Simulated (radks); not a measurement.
# Hf²⁷⁺ in [Kr] 4d9: an all-electron calculation

What are the levels of the hafnium ion Hf27+, how large are its shells, and how does its energy divide?

Program: radks (a radial shooting solver on a logarithmic mesh, Libxc functionals) version 1. Level of theory: scalar-relativistic Kohn-Sham, exchange-only B88, spin-polarised, spherical densities, finite nucleus; open shells are filled with parallel spins first. These are calculated values, not measurements, unless marked.

### 1 Starting point

- element: hafnium (Z = 72)
- charge: +27
- electrons: 45
- configuration: [Kr] 4d9
- nuclear rms radius: 5.347 fm

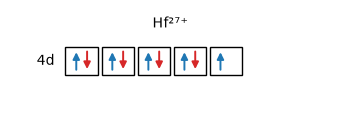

Outer shells as boxes.

### 2 The run

Settings of this run:

```text
Z 72
configuration [Kr] 4d9
relativity scalar-relativistic
functional b88,
spin polarised
nucleus finite rms 5.347 fm
c 137.035999084
```

What does the calculation give?

**Answer**, as computed:

```
                        quantity                      value
                    total energy        -14738.9383 hartree
exchange-correlation share of it                     1.83 %
                            −T/E                     1.0978
          highest occupied level        4d down, -1029.9 eV
    most extended occupied level  4d down, <r> = 0.466 bohr
 radius at density 0.001 e/bohr³                  1.27 bohr
    maxima of the radial density                          4
         ionisation energy, NIST           1047 (theory) eV
```

**Reading.** The radial density shows 4 maxima for 4 occupied principal shells. Relativity lifts −T/E to 1.098. Minus the highest eigenvalue, 1029.9 eV, is 98 % of the tabulated ionisation energy (1047 eV). Open shells are spherical and high-spin; term and fine-structure splittings are not resolved. Spin-orbit splitting is averaged out at the scalar-relativistic level.
